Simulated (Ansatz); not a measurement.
**Geometry relaxation, with input and output: GaSiNH$_{4}$**

- system: GaSiNH$_{4}$
- method: RKS BLYP-D4/def2-SVP (Ansatz 0.2.0)

It belongs to a series of runs on one base structure; here: end point B relaxed. Figures and captions count atoms from 1; the log counts them from 0 in places.

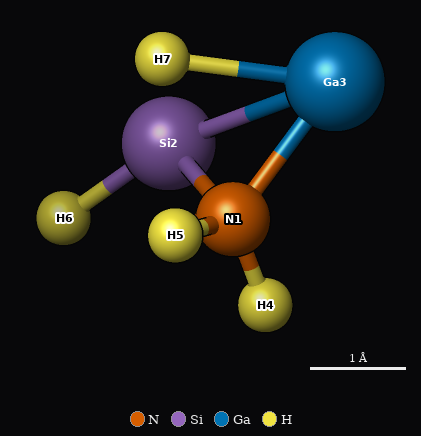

The starting structure (ball-and-stick view, seen at a tilt; atoms are numbered from 1 in the order of the input). Sticks mark near contacts. Bond lengths as drawn: Ga–H 1.84 Å, Ga–N 1.80 Å, Ga–Si 2.31 Å, H–N 1.04 Å, H–Si 1.48 Å and N–Si 1.80 Å.

Summary

```tsv
quantity	value
outcome	converged
total energy	−61801.9738 eV
mean-field energy	−61801.6275 eV
largest force (length of the vector) at the end	0.024 eV/Å
hardware	2 threads of Intel Xeon @ 2.50GHz (Skylake/Cascade Lake), 128 GiB of memory available, shared host
wall time	30 s (CPU time 54 s)
peak memory	0.14 GiB
```

Input file
```yaml
crystal:
  periodic: [false, false, false]
  atoms:
    - { symbol: "N", position_ang: [-0.5934, -0.9249, 0.0624] }
    - { symbol: Si, position_ang: [0.1986, 0.6806, 0.2571] }
    - { symbol: Ga, position_ang: [1.0041, -1.2618, -0.7058] }
    - { symbol: H, position_ang: [-1.4034, -0.6824, -0.5509] }
    - { symbol: H, position_ang: [-0.91667, -1.45022, 0.89974] }
    - { symbol: H, position_ang: [-0.7005, 1.6616, 0.906] }
    - { symbol: H, position_ang: [0.9478, -0.7349, 1.0611] }
basis:
  gaussian: { orbitals: def2-SVP }
hamiltonian:
  xc: blyp
  dispersion: d4
relax:
  f_tol: 0.02
  max_steps: 50
output:
  orbitals: {}
```

Launched with:
```bash
ansatz run input.yaml --threads 2 --pin off --max-ram 3072MiB --backend cpu --events-out ev --progress --plain --runs-dir out
```

The program's output
```
The last accepted step is kept in [file] (removed where the run ends without a failure and the disk answers)
Engine: ansatz 0.2.0, x86_64-unknown-linux-gnu
Functional definition: BLYP
  parameter beta = 0.0042
  parameter a = 0.04918
  parameter b = 0.132
  parameter c = 0.2533
  parameter d = 0.349
  exchange = b88_x(beta = beta)
  correlation = lyp_c(a = a, b = b, c = c, d = d)
955 factors; their error is unknown
mean field evaluation 1: about -61789.4004 eV, gradient 7.0e1 eV
mean field evaluation 2: about -61752.7776 eV, gradient 1.3e2 eV
mean field evaluation 4: about -61797.7603 eV, gradient 1.8e1 eV
mean field evaluation 8: about -61798.7857 eV, gradient 1.1e-1 eV
mean field evaluation 16: about -61798.7190 eV, gradient 1.5e-3 eV
mean field -61798.71901657 eV, -2271.0610351826 hartree, gradient 2.5e-5 eV, S^2 0.000000; 0 other end points of the search recorded, 0 dependent functions left out
the calculation of the forces begins
reference -61798.71931110 eV, -2271.0610460065 hartree; 28, 28 occupied and 56, 56 virtual orbitals, 955 factors
relax step   1: F+E_penalty+E_count = -61799.07635182 eV  Δ(F+E_penalty+E_count) = +0.000e0 eV  max|allowed force component| = 8.491e0 eV/Å  Δτ_max = 0.0000 Å  (30 SCF iters, accepted)
these checks for a lower state are left out or cut short: starts, cluster_reference, orbital_swaps, neighbouring_geometries, increment
955 factors; their error is unknown
mean field -61800.25351249 eV, -2271.1174268675 hartree, gradient 2.3e-5 eV, S^2 0.000000; 0 other end points of the search recorded, 0 dependent functions left out
[... from here on the field's lines of each further geometry are left out, up to the last ...]
relax step   2: F+E_penalty+E_count = -61800.60468433 eV  Δ(F+E_penalty+E_count) = -1.528e0 eV  max|allowed force component| = 3.850e0 eV/Å  Δτ_max = 0.1995 Å  (34 SCF iters, accepted)
relax step   3: F+E_penalty+E_count = -61801.44670135 eV  Δ(F+E_penalty+E_count) = -8.420e-1 eV  max|allowed force component| = 9.195e-1 eV/Å  Δτ_max = 0.1980 Å  (34 SCF iters, accepted)
relax step   4: F+E_penalty+E_count = -61801.71609378 eV  Δ(F+E_penalty+E_count) = -2.694e-1 eV  max|allowed force component| = 4.656e-1 eV/Å  Δτ_max = 0.1998 Å  (28 SCF iters, accepted)
relax step   5: F+E_penalty+E_count = -61801.78401185 eV  Δ(F+E_penalty+E_count) = -6.792e-2 eV  max|allowed force component| = 4.458e-1 eV/Å  Δτ_max = 0.2000 Å  (30 SCF iters, accepted)
relax step   6: F+E_penalty+E_count = -61801.83257923 eV  Δ(F+E_penalty+E_count) = -4.857e-2 eV  max|allowed force component| = 4.549e-1 eV/Å  Δτ_max = 0.1230 Å  (30 SCF iters, accepted)
relax step   7: F+E_penalty+E_count = -61801.89031396 eV  Δ(F+E_penalty+E_count) = -5.773e-2 eV  max|allowed force component| = 3.432e-1 eV/Å  Δτ_max = 0.1965 Å  (30 SCF iters, accepted)
relax step   8: F+E_penalty+E_count = -61801.92639948 eV  Δ(F+E_penalty+E_count) = -3.609e-2 eV  max|allowed force component| = 5.473e-1 eV/Å  Δτ_max = 0.1960 Å  (29 SCF iters, accepted)
relax step   9: F+E_penalty+E_count = -61801.95896816 eV  Δ(F+E_penalty+E_count) = -3.257e-2 eV  max|allowed force component| = 2.818e-1 eV/Å  Δτ_max = 0.0903 Å  (28 SCF iters, accepted)
relax step  10: F+E_penalty+E_count = -61801.94952691 eV  Δ(F+E_penalty+E_count) = +9.441e-3 eV  max|allowed force component| = 5.246e-1 eV/Å  Δτ_max = 0.1187 Å  (29 SCF iters, rejected (line search))
relax step  11: F+E_penalty+E_count = -61801.96827769 eV  Δ(F+E_penalty+E_count) = -9.310e-3 eV  max|allowed force component| = 1.863e-1 eV/Å  Δτ_max = 0.0533 Å  (29 SCF iters, accepted)
relax step  12: F+E_penalty+E_count = -61801.97120343 eV  Δ(F+E_penalty+E_count) = -2.926e-3 eV  max|allowed force component| = 6.026e-2 eV/Å  Δτ_max = 0.0998 Å  (29 SCF iters, accepted)
relax step  13: F+E_penalty+E_count = -61801.97189116 eV  Δ(F+E_penalty+E_count) = -6.877e-4 eV  max|allowed force component| = 6.362e-2 eV/Å  Δτ_max = 0.0411 Å  (29 SCF iters, accepted)
relax step  14: F+E_penalty+E_count = -61801.97315544 eV  Δ(F+E_penalty+E_count) = -1.264e-3 eV  max|allowed force component| = 2.710e-2 eV/Å  Δτ_max = 0.0287 Å  (29 SCF iters, accepted)
relax step  15: F+E_penalty+E_count = -61801.97336088 eV  Δ(F+E_penalty+E_count) = -2.054e-4 eV  max|allowed force component| = 2.125e-2 eV/Å  Δτ_max = 0.0108 Å  (28 SCF iters, accepted)
the calculation of the forces begins
reference -61801.62753053 eV, -2271.1679210993 hartree; 28, 28 occupied and 56, 56 virtual orbitals, 955 factors
relax step  16: F+E_penalty+E_count = -61801.97350190 eV  Δ(F+E_penalty+E_count) = -1.410e-4 eV  max|allowed force component| = 1.685e-2 eV/Å  Δτ_max = 0.0215 Å  (29 SCF iters, accepted)
955 factors; their error is unknown
mean field evaluation 128: about -61801.6919 eV, gradient 1.5e-1 eV
```

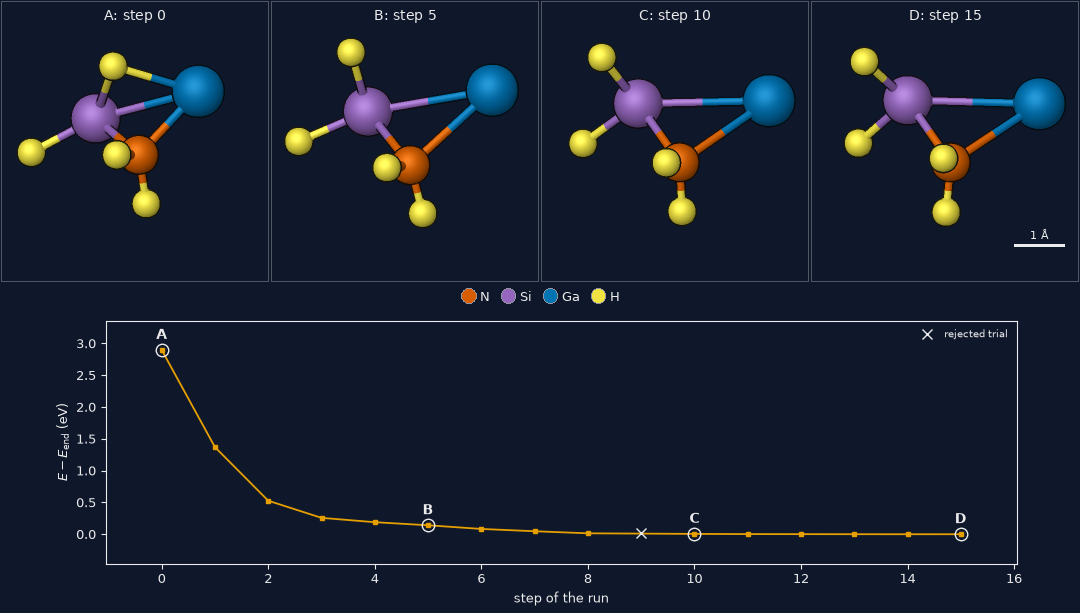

Frames of the relaxation (ball-and-stick view, seen at a tilt) above the curves, on which the letters mark them (the first geometry is step 0 here and step 1 in the log).

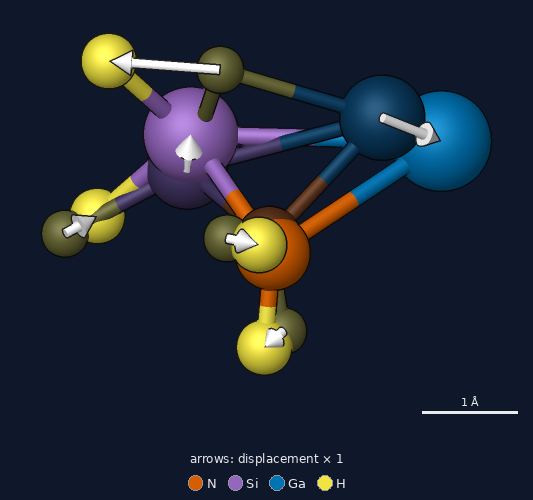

Start (faint) and end (solid) with the displacements as white arrows, at true length (ball-and-stick view, seen at a tilt). The two geometries are laid on each other by the best rigid fit. The largest move after the best rigid fit is that of H7, 1.18 Å. By element the largest moves are H 1.18 Å, Ga 0.84 Å, Si 0.50 Å, N 0.18 Å. Among the contacts that change: Ga3–H7 1.845 → 3.714 Å, N1–Ga3 1.804 → 2.379 Å, Si2–Ga3 2.313 → 2.638 Å, Si2–H7 1.792 → 1.519 Å. Among the angles that change: Ga3–Si2–H7 51.5° → 124.4°, N1–Si2–H7 61.8° → 101.9°, Ga3–Si2–H6 161.9° → 130.2°. After 15 geometry steps the energy has fallen by 2.897 eV. The largest force component goes from 8.5 to 0.017 eV/Å. The line search rejected the trial step at point 9 (counted from 0) and went back. (Atoms are counted from 1 in the order of the input.)

```
mean field -61801.62721680 eV, -2271.1679095698 hartree, gradient 2.0e-5 eV, S^2 0.000000; 1 other end points of the search recorded, 0 dependent functions left out
the calculation of the forces begins
reference -61801.62753053 eV, -2271.1679210993 hartree; 28, 28 occupied and 56, 56 virtual orbitals, 955 factors
Total energy: -61801.97381563 eV, -2271.1806468421 hartree
Atom 0 at    -0.767876    -0.991275     0.046596 Å, force    -0.014988    -0.002823    -0.013819 eV/Å
Atom 1 at     0.497776     0.337224     0.499533 Å, force    -0.009133    -0.001511     0.012812 eV/Å
Atom 2 at     1.025734    -1.323832    -1.480304 Å, force    -0.002586     0.001456     0.003104 eV/Å
Atom 3 at    -1.655456    -0.672649    -0.365611 Å, force     0.016855    -0.010838     0.012651 eV/Å
Atom 4 at    -0.993121    -1.708842     0.748088 Å, force    -0.000746     0.006620    -0.007425 eV/Å
Atom 5 at    -0.329064     1.611373     0.516051 Å, force     0.006331     0.003829    -0.002257 eV/Å
Atom 6 at     0.758537     0.035981     1.965286 Å, force     0.004268     0.003267    -0.005067 eV/Å
Dipole moment:    -0.333688    -0.263537    -0.052381 e Å
```

Trajectory as extended XYZ (Å, eV, eV/Å), 15 of the 16 frames kept, from step=1 to step=16
```
7
Properties=species:S:1:pos:R:3:forces:R:3 step=1 energy=-61799.07635
N    -0.5934   -0.9249    0.0624   -8.4909   0.3223   0.8655
Si    0.1986    0.6806    0.2571    2.6421   1.4966   0.5646
Ga    1.0041   -1.2618   -0.7058    5.6214  -2.4335  -3.2579
H    -1.4034   -0.6824   -0.5509   -0.3488  -1.2141   0.1676
H    -0.9167   -1.4502    0.8997   -0.2973   0.2594  -0.4659
H    -0.7005    1.6616    0.9060   -0.8095  -0.0181   0.8343
H     0.9478   -0.7349    1.0611    1.6830   1.5873   1.2918
7
Properties=species:S:1:pos:R:3:forces:R:3 step=2 energy=-61800.60468
N    -0.6836   -0.9050    0.0329   -3.8503   0.2177   0.5032
Si    0.2643    0.6727    0.2729    1.2010   0.6339   0.3322
Ga    1.0473   -1.3243   -0.7302    2.9053  -1.5979  -1.6936
H    -1.4843   -0.7274   -0.5924   -0.2346  -0.5250   0.0379
H    -0.9921   -1.4288    0.8698   -0.2624   0.2060  -0.2782
H    -0.7103    1.6162    0.9538   -0.1626  -0.2174   0.6118
H     1.0952   -0.6154    1.1229    0.4036   1.2827   0.4866
7
Properties=species:S:1:pos:R:3:forces:R:3 step=3 energy=-61801.44670
N    -0.7609   -0.8926   -0.0002   -0.5976   0.1000   0.3082
Si    0.3244    0.6650    0.2587   -0.0858   0.0021   0.2292
Ga    1.1220   -1.4278   -0.7816    0.9195  -0.6668  -0.6402
H    -1.5577   -0.7717   -0.6251   -0.3513  -0.1072  -0.2132
H    -1.0488   -1.4020    0.8459   -0.2538   0.1023  -0.1156
H    -0.6769    1.5475    1.0508    0.3883  -0.2856   0.2291
H     1.1345   -0.4304    1.1812   -0.0192   0.8552   0.2024
7
Properties=species:S:1:pos:R:3:forces:R:3 step=4 energy=-61801.71609
N    -0.7941   -0.9089   -0.0334   -0.2366   0.0968   0.3784
Si    0.2994    0.6487    0.2286   -0.0862   0.0481   0.0834
Ga    1.1555   -1.5004   -0.8009    0.4656  -0.3251  -0.3469
H    -1.5883   -0.8291   -0.6768   -0.0471   0.0679  -0.1739
H    -1.1260   -1.3738    0.8197   -0.1441  -0.0793   0.0151
H    -0.5730    1.4886    1.1696    0.1347  -0.0876   0.0305
H     1.1629   -0.2370    1.2228   -0.0864   0.2793   0.0134
7
Properties=species:S:1:pos:R:3:forces:R:3 step=5 energy=-61801.78401
N    -0.7993   -0.9157   -0.0047    0.1541   0.0072  -0.0053
Si    0.3196    0.6229    0.2289   -0.0316  -0.3774   0.4458
Ga    1.1740   -1.5586   -0.9760    0.0040   0.0444  -0.0614
H    -1.5787   -0.8180   -0.6663   -0.0633   0.0254  -0.0530
H    -1.1388   -1.4117    0.8280   -0.0914  -0.0209   0.0084
H    -0.5319    1.4962    1.1459   -0.0241   0.1780  -0.1326
H     1.0917   -0.1270    1.3739    0.0523   0.1433  -0.2019
7
Properties=species:S:1:pos:R:3:forces:R:3 step=6 energy=-61801.83258
N    -0.7962   -0.9649   -0.0037   -0.1908   0.1429   0.4549
Si    0.3225    0.5442    0.3193    0.1480  -0.0457  -0.1449
Ga    1.1558   -1.5178   -1.0837    0.0928   0.0436  -0.1552
H    -1.5792   -0.8301   -0.6664    0.1880   0.0913   0.0993
H    -1.1783   -1.4397    0.8281   -0.0139  -0.1382  -0.1434
H    -0.5163    1.5843    1.0615   -0.0213  -0.0834  -0.1155
H     1.1282   -0.0880    1.4746   -0.2028  -0.0105   0.0048
7
Properties=species:S:1:pos:R:3:forces:R:3 step=7 energy=-61801.89031
N    -0.7918   -0.9887    0.0392    0.0089   0.1257   0.1723
Si    0.3697    0.4777    0.3748   -0.1011   0.0062   0.0869
Ga    1.1453   -1.4914   -1.2781   -0.1396   0.1932   0.0931
H    -1.5653   -0.7980   -0.6264    0.2182  -0.0084   0.2596
H    -1.1829   -1.5061    0.8443    0.0249   0.0007  -0.2312
H    -0.5075    1.6409    0.9275    0.2359  -0.3432  -0.2374
H     1.0691   -0.0465    1.6483   -0.2471   0.0259  -0.1433
7
Properties=species:S:1:pos:R:3:forces:R:3 step=9 energy=-61801.95897
N    -0.7725   -1.0188    0.0779   -0.2818   0.1567  -0.0936
Si    0.4283    0.3884    0.4389    0.0054  -0.0188   0.0929
Ga    1.0837   -1.3590   -1.4220   -0.0370   0.0209   0.0482
H    -1.5770   -0.7429   -0.5205    0.2550  -0.1460   0.2573
H    -1.1390   -1.6149    0.8388    0.0856   0.1142  -0.1693
H    -0.4042    1.6468    0.6889    0.0291  -0.1387  -0.0470
H     0.9172   -0.0116    1.8276   -0.0563   0.0116  -0.0885
7
Properties=species:S:1:pos:R:3:forces:R:3 step=10 energy=-61801.94953 accepted=F
N    -0.7619   -0.9897    0.0659   -0.4375  -0.5083   0.0167
Si    0.4347    0.3409    0.4522    0.5246   0.5161   0.1870
Ga    1.0898   -1.3422   -1.4537   -0.0188   0.0381   0.0254
H    -1.6114   -0.6872   -0.4214   -0.1424  -0.0100  -0.1499
H    -1.0586   -1.6309    0.8139    0.0279  -0.0172  -0.0430
H    -0.3833    1.6172    0.5979    0.0212  -0.0422  -0.0203
H     0.8273   -0.0201    1.8750    0.0250   0.0237  -0.0158
7
Properties=species:S:1:pos:R:3:forces:R:3 step=11 energy=-61801.96828
N    -0.7711   -1.0012    0.0712   -0.1863  -0.0709  -0.0118
Si    0.4420    0.3733    0.4497    0.1185   0.0361   0.0302
Ga    1.0769   -1.3488   -1.4258   -0.0104  -0.0008  -0.0013
H    -1.5976   -0.7185   -0.4785    0.0689  -0.0484   0.0557
H    -1.0996   -1.6284    0.8200    0.0474   0.0492  -0.0738
H    -0.3951    1.6235    0.6418   -0.0218   0.0317  -0.0020
H     0.8811   -0.0119    1.8513   -0.0163   0.0030   0.0030
7
Properties=species:S:1:pos:R:3:forces:R:3 step=12 energy=-61801.97120
N    -0.7767   -0.9932    0.0649    0.0046  -0.0558  -0.0603
Si    0.4756    0.3500    0.4736   -0.0296   0.0391   0.0209
Ga    1.0532   -1.3283   -1.4629   -0.0284  -0.0029   0.0264
H    -1.6345   -0.7095   -0.4283    0.0248   0.0227   0.0288
H    -1.0457   -1.6729    0.7878    0.0131   0.0106  -0.0017
H    -0.3466    1.6216    0.5796   -0.0084   0.0254  -0.0353
H     0.8113    0.0204    1.9149    0.0240  -0.0390   0.0211
7
Properties=species:S:1:pos:R:3:forces:R:3 step=13 energy=-61801.97189
N    -0.7776   -0.9911    0.0599    0.0208  -0.0287  -0.0132
Si    0.4791    0.3478    0.4878   -0.0227   0.0203  -0.0101
Ga    1.0445   -1.3184   -1.4616   -0.0082  -0.0095  -0.0020
H    -1.6489   -0.7009   -0.4039    0.0090   0.0180   0.0200
H    -1.0220   -1.6917    0.7721    0.0022   0.0288  -0.0130
H    -0.3371    1.6324    0.5412    0.0245  -0.0636   0.0303
H     0.7984    0.0098    1.9342   -0.0256   0.0346  -0.0119
7
Properties=species:S:1:pos:R:3:forces:R:3 step=14 energy=-61801.97315
N    -0.7735   -0.9951    0.0504    0.0271   0.0166   0.0036
Si    0.4862    0.3402    0.4899    0.0068   0.0156   0.0242
Ga    1.0393   -1.3213   -1.4680    0.0003  -0.0172  -0.0204
H    -1.6521   -0.6822   -0.3823   -0.0182   0.0001  -0.0076
H    -1.0114   -1.7002    0.7595   -0.0028  -0.0040   0.0062
H    -0.3334    1.6181    0.5339   -0.0081  -0.0063  -0.0050
H     0.7815    0.0286    1.9462   -0.0050  -0.0048  -0.0010
7
Properties=species:S:1:pos:R:3:forces:R:3 step=15 energy=-61801.97336
N    -0.7703   -0.9928    0.0490    0.0122   0.0003  -0.0040
Si    0.4891    0.3414    0.4941    0.0213   0.0119   0.0031
Ga    1.0312   -1.3272   -1.4719    0.0019   0.0014  -0.0038
H    -1.6510   -0.6805   -0.3802   -0.0172   0.0039  -0.0032
H    -1.0047   -1.7033    0.7537   -0.0055  -0.0051   0.0125
H    -0.3334    1.6178    0.5322   -0.0069  -0.0058  -0.0054
H     0.7756    0.0325    1.9527   -0.0057  -0.0067   0.0008
7
Properties=species:S:1:pos:R:3:forces:R:3 step=16 energy=-61801.97350
N    -0.7679   -0.9913    0.0466   -0.0150  -0.0028  -0.0138
Si    0.4978    0.3372    0.4995   -0.0091  -0.0015   0.0128
Ga    1.0257   -1.3238   -1.4803   -0.0026   0.0015   0.0031
H    -1.6555   -0.6726   -0.3656    0.0169  -0.0108   0.0127
H    -0.9931   -1.7088    0.7481   -0.0007   0.0066  -0.0074
H    -0.3291    1.6114    0.5161    0.0063   0.0038  -0.0023
H     0.7585    0.0360    1.9653    0.0043   0.0033  -0.0051
```

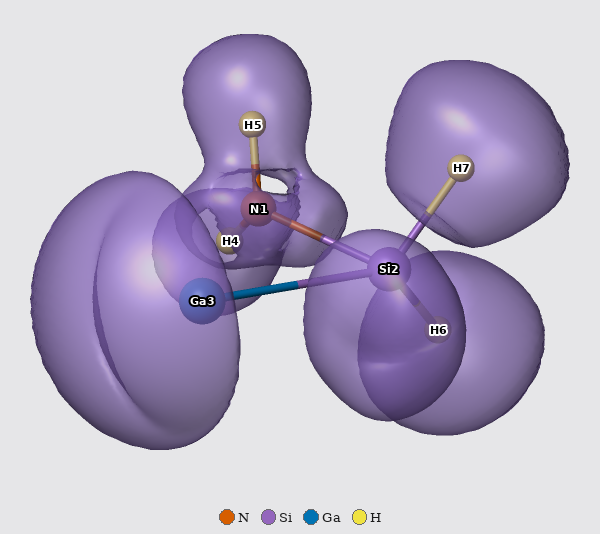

Isosurface of the ELF at 0.75 (purple), seen at an oblique angle. Only the valence region is drawn (cores and ρ < 0.01 e/Å³ removed). Profiles from the grid: Si–N (1.89 Å): the ELF peaks at about 0.90 between the atoms (a polar covalent bond). Ga–Si (2.64 Å): the ELF peaks at about 0.80 between the atoms (a shared electron pair).

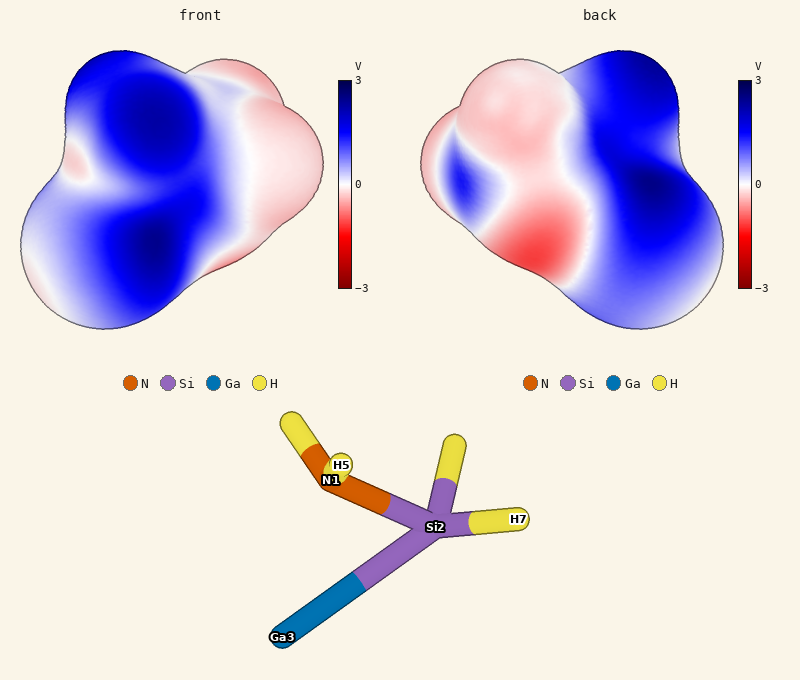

The molecular electrostatic potential painted on the density surface at 0.004 e/bohr³, seen at a tilt and from behind; the colour scale runs from red (negative) to blue (positive). The bare structure is drawn below in the same view.
